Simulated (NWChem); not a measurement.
# BF2 (SMILES F[B]F) at 3 levels

We compute a comparison of 3 runs (UB3LYP/cc-pVTZ, UBLYP/cc-pVTZ, UM06-L/cc-pVTZ) of BF2. 

The results are computed with NWChem 7.3.0.

## (1) The molecule

BF2 has 3 atoms, charge 0, and is taken as a doublet. As SMILES, `F[B]F`. The F1–B2 distance was set to 1.698 Å, away from the relaxed value.

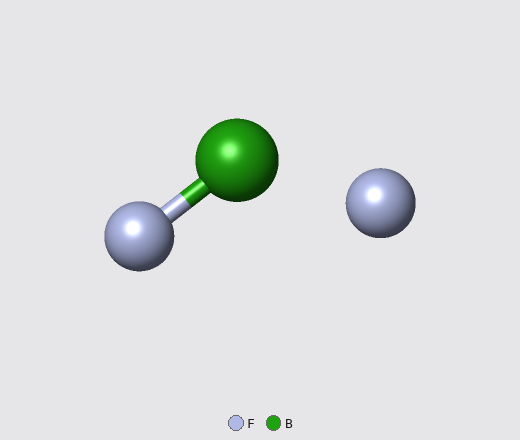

Viewed from a chosen angle; fluorine light blue, boron green.

## (2) A single-point energy at UB3LYP/cc-pVTZ (run 1)

struct.nw reads:

```
start struct
memory 2200 mb
geometry units angstroms noautosym nocenter noautoz
  F      0.583336    -1.429774     0.153609
  B      0.279000     0.240500     0.181300
  F     -0.802900     0.738900    -0.354600
end
basis spherical bse
  F library cc-pVTZ
  B library cc-pVTZ
end
dft
  xc b3lyp
  mult 2
  grid fine
  convergence energy 1e-08
  iterations 100
  mulliken
end
task dft energy
```

Started as:

```sh
nwchem struct.nw > struct.out
```

Log:

```text
[...]
          Wavefunction type:  spin polarized.
          No. of atoms     :     3
          No. of electrons :    23
[...]
          Charge           :     0
          Spin multiplicity:     2
[...]
          AO basis - number of functions:    90
[...]
              XC Information
              --------------
                         B3LYP Method XC Potential
                     Hartree-Fock (Exact) Exchange  0.200
                        Slater Exchange Functional  0.800 local
                    Becke 1988 Exchange Functional  0.720 non-local
              Lee-Yang-Parr Correlation Functional  0.810
                  VWN I RPA Correlation Functional  0.190 local
[...]
 d= 0,ls=0.0,diis     1   -224.4670662479 -2.73D+02  8.12D-03  2.72D-01     2.2
[...]
 d= 0,ls=0.0,diis    12   -224.6053376348 -9.80D-09  1.43D-07  6.95D-10    20.8
[...]
         Total DFT energy =     -224.605337634761
      One electron energy =     -408.179311185060
           Coulomb energy =      159.861641121633
    Exchange-Corr. energy =      -24.880701336671
 Nuclear repulsion energy =       48.593033765337
[...]
      Total Density - Mulliken Population Analysis
     ---------------------------------------------
    Atom       Charge   Shell Charges
 -----------   ------   -------------------------------------------------------
    1 F    9     9.34   1.94  0.29  1.05  0.66  1.56  2.30  1.54  0.00  0.00  0.00
    2 B    5     4.57   1.95  0.19  0.66  0.29  0.48  0.61  0.14  0.08  0.12  0.04
    3 F    9     9.09   1.94  0.28  1.05  0.57  1.59  2.37  1.27  0.00  0.01  0.00
[...]
      <S2> =      0.7530 (Exact =     0.7500)
[...]
```

Run time: 22 s. Hardware: 1 thread of Intel Xeon Platinum 8259CL at 2.50GHz (Skylake/Cascade Lake), shared host; peak memory 0.11 GiB.

## (3) The energy at UBLYP/cc-pVTZ (run 2)

nw.nw reads:

```
START nw
TITLE "BF2 BLYP"
memory total 2200 mb
GEOMETRY units au noautosym nocenter noautoz
   F    1.10234528  -2.70188128   0.29027894
   B    0.52723359   0.45447913   0.34260735
   F   -1.51726111   1.39631863  -0.67009688
END
BASIS spherical bse
   F library cc-pVTZ
   B library cc-pVTZ
END
DFT
   xc becke88 lyp
   mult 2
   grid fine
   convergence energy 1e-08
   maxiter 100
   mulliken
END
TASK dft energy
```

Started as:

```sh
nwchem nw.nw > nw.out
```

Log:

```text
[...]
          Wavefunction type:  spin polarized.
          No. of atoms     :     3
          No. of electrons :    23
[...]
          Charge           :     0
          Spin multiplicity:     2
[...]
          AO basis - number of functions:    90
[...]
              XC Information
              --------------
                    Becke 1988 Exchange Functional  1.000
              Lee-Yang-Parr Correlation Functional  1.000
[...]
 d= 0,ls=0.0,diis     1   -224.4331078933 -2.73D+02  1.08D-02  3.16D-01     2.1
[...]
 d= 0,ls=0.0,diis    12   -224.5891415424 -8.02D-09  2.34D-07  2.37D-09    18.7
[...]
         Total DFT energy =     -224.589141542432
      One electron energy =     -408.084986144811
           Coulomb energy =      159.747996684402
    Exchange-Corr. energy =      -24.845182330754
 Nuclear repulsion energy =       48.593030248730
[...]
      Total Density - Mulliken Population Analysis
     ---------------------------------------------
    Atom       Charge   Shell Charges
 -----------   ------   -------------------------------------------------------
    1 F    9     9.31   1.94  0.29  1.05  0.66  1.57  2.26  1.54  0.00  0.00  0.00
    2 B    5     4.62   1.96  0.19  0.65  0.31  0.50  0.61  0.17  0.07  0.12  0.04
    3 F    9     9.06   1.94  0.29  1.05  0.57  1.60  2.34  1.27  0.00  0.01  0.00
[...]
      <S2> =      0.7523 (Exact =     0.7500)
[...]
```

Run time: 20 s. Hardware: 1 thread of Intel Xeon Platinum 8259CL at 2.50GHz (Skylake/Cascade Lake), shared host; peak memory 0.12 GiB.

## (4) A single-point energy at UM06-L/cc-pVTZ (run 3)

sp.xyz reads:

```xyz
3
BF2 M06-L
F      0.583336    -1.429774     0.153609
B      0.279000     0.240500     0.181300
F     -0.802900     0.738900    -0.354600
```

run.py reads:

```python
from ase.io import read
from ase.calculators.nwchem import NWChem

mol = read('sp.xyz')

calc = NWChem(
    label='sp',
    theory='dft',
    memory='2200 mb',
    basis='cc-pVTZ',
    basispar='spherical bse',
    dft={'xc': 'm06-l', 'mult': '2', 'grid': 'fine', 'convergence': 'energy 1e-08', 'iterations': '100', 'mulliken': None},
    task='energy',
)
mol.calc = calc

print("Total energy (eV):", round(mol.get_potential_energy(), 6))
```

Started as:

```sh
export ASE_NWCHEM_COMMAND="nwchem PREFIX.nwi > PREFIX.nwo"
python run.py
```

Log:

```text
Total energy (eV): -6110.504849
```

The calculator wrote sp.nwi:

```
title "sp"

permanent_dir sp

scratch_dir sp

start sp

geometry units angstrom nocenter noautosym noautoz
  F  5.8333599999999997e-01 -1.4297740000000001e+00 1.5360900000000000e-01
  B  2.7900000000000003e-01 2.4049999999999999e-01 1.8129999999999999e-01
  F  -8.0289999999999995e-01 7.3890000000000000e-01 -3.5460000000000003e-01
end

memory 2200 mb

basis spherical bse noprint
   * library cc-pVTZ
end

dft
  xc m06-l
  mult 2
  grid fine
  convergence energy 1e-08
  iterations 100
  mulliken
end

task dft energy
```

sp.nwo:

```text
Northwest Computational Chemistry Package (NWChem) 7.3.0
             --------------------------------------------------------

           Job information
           ---------------

    nwchem branch   = 7.3.0
    use scalapack   = T
    input           = sp.nwi
    prefix          = sp.
    data base       = sp/sp.db
    status          = startup
    nproc           =        1

           Memory information
           ------------------

    heap     =     72089600 doubles =      550.0 Mbytes
    stack    =     72089597 doubles =      550.0 Mbytes
    global   =    144179200 doubles =     1100.0 Mbytes (distinct from heap & stack)
    total    =    288358397 doubles =     2200.0 Mbytes
    verify   = yes
    hardfail = no

[... 74 lines left out ...]
  convergence criterion.
[... 17 lines left out ...]
          Convergence on gradient requested:  5.00D-04
[... 22 lines left out ...]
          Convergence aids based upon iterative change in
[... 28 lines left out ...]
 1-e energy   =    -407.251446
[... 49 lines left out ...]
         Total DFT energy =     -224.556913184391
[... 2 lines left out ...]
    Exchange-Corr. energy =      -24.863289910237
[... 641 lines left out ...]
                     DFT Final Beta Molecular Orbital Analysis
[... 718 lines left out ...]
 center of mass
 --------------
 x =  -0.04240815 y =  -0.40403326 z =  -0.07027823

 moments of inertia (a.u.)
 ------------------
         181.188674096428          95.036237238072         -27.237749418130
          95.036237238072          80.976139404964          32.353914949746
         -27.237749418130          32.353914949746         239.800982974349

     Multipole analysis of the density
     ---------------------------------

     L   x y z        total         alpha         beta         nuclear
     -   - - -        -----         -----         ----         -------
     0   0 0 0     -0.000000    -12.000000    -11.000000     23.000000

     1   1 0 0     -0.134311     -0.135688      1.099452     -1.098074
[... 8 lines of this table left out ...]
     2   0 0 2    -10.816466     -8.958658     -7.244332      5.386523

 Task  times  cpu:       36.0s     wall:       36.0s
 Total times  cpu:       36.1s     wall:       36.1s
```

Wall time 38 s (1 thread of Intel Xeon Platinum 8259CL at 2.50GHz (Skylake/Cascade Lake), shared host); peak memory 0.12 GiB.

## (5) Overview of the runs

```csv
run,level,energy (Eh),dipole moment (D),HOMO energy (eV),LUMO energy (eV),wall time
1,UB3LYP/cc-pVTZ,-224.605338,2.02,-8.08,-3.91,22 s
2,UBLYP/cc-pVTZ,-224.589142,1.86,-6.65,-4.54,20 s
3,UM06-L/cc-pVTZ,-224.556913,2.03,-7.14,-4.08,38 s
```

## (6) Results

| quantity | value |
| --- | --- |
| run 3: total energy | -224.55691 Eh |
| run 3: dipole moment | 2.03 D |
| run 3: HOMO energy (highest over α and β) | -7.14 eV |
| run 3: LUMO energy (lowest over α and β) | -4.08 eV |
| run 3: ⟨S²⟩ | 0.756 |

The dipole moment (its size) runs from 1.86 D (UBLYP/cc-pVTZ) to 2.03 D (UM06-L/cc-pVTZ). Totals of different functionals can't be ranked against each other. All runs together took 79 s, the longest 38 s.
